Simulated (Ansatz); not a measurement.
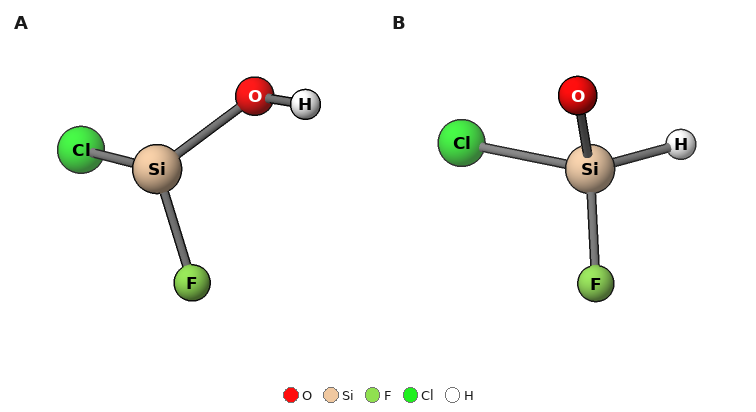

2 stationary structures of one formula. The species is neutral and a spin doublet. Geometries: PBE0-D4/def2-TZVP. Electronic energies: B3LYP-D4/def2-TZVPP (Ansatz 0.2.0), without zero-point energy. No frequency run is at hand to confirm each as a minimum.

Which is lowest in energy, and by how much?

A is lowest (C1); B lies 26.1 kcal/mol above it (C1). A is `O[Si](F)Cl`, B is `[O][Si@@H](F)Cl`.
